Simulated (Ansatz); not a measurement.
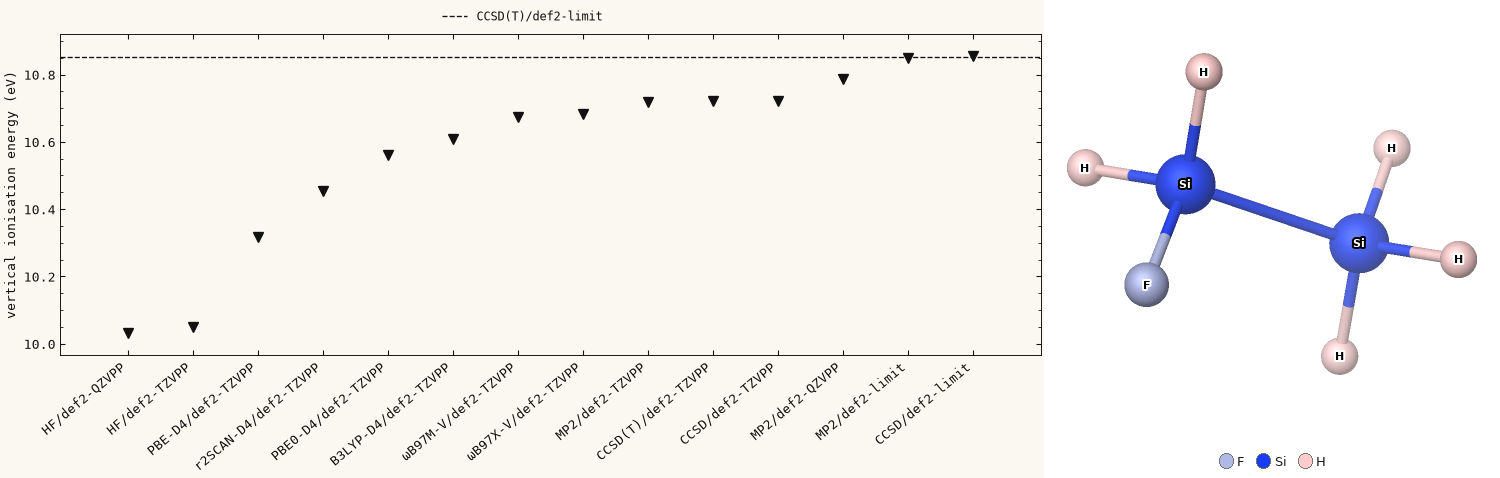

Vertical ionisation energy of Si₂H₅F, SMILES F[SiH2][SiH3], taken as the energy of the cation less that of the neutral at fixed geometry (unrestricted doublet cation, cores frozen in correlated methods, no spin-orbit coupling), the Ansatz code 0.2.0, at a PBE0-D4/def2-TZVP geometry (a minimum by its frequencies). Limit means an estimate of the basis limit from triple and quadruple zeta; for coupled cluster it is either extrapolated directly or built as the MP2 limit plus the step from MP2 in triple zeta. The distance of MP2/def2-TZVPP, CCSD(T)/def2-TZVPP, CCSD/def2-TZVPP and MP2/def2-QZVPP to the limit includes basis error.

**Which level comes closest to the line (CCSD(T)/def2-limit), and which misses most?**

Closest MP2/def2-limit (10.85 eV) and CCSD/def2-limit (10.85 eV), against 10.85 eV; farthest HF/def2-QZVPP (10.03 eV).

**Give the values.**

```tsv
level	eV	less CCSD(T)/def2-limit
HF/def2-QZVPP	10.03	−0.82
HF/def2-TZVPP	10.05	−0.80
PBE-D4/def2-TZVPP	10.32	−0.53
r2SCAN-D4/def2-TZVPP	10.45	−0.40
PBE0-D4/def2-TZVPP	10.56	−0.29
B3LYP-D4/def2-TZVPP	10.61	−0.24
ωB97M-V/def2-TZVPP	10.67	−0.18
ωB97X-V/def2-TZVPP	10.68	−0.17
MP2/def2-TZVPP	10.72	−0.13
CCSD(T)/def2-TZVPP	10.72	−0.13
CCSD/def2-TZVPP	10.72	−0.13
MP2/def2-QZVPP	10.79	−0.06
MP2/def2-limit	10.85	0.00
CCSD/def2-limit	10.85	0.00
CCSD(T)/def2-limit	10.85	0.00
```
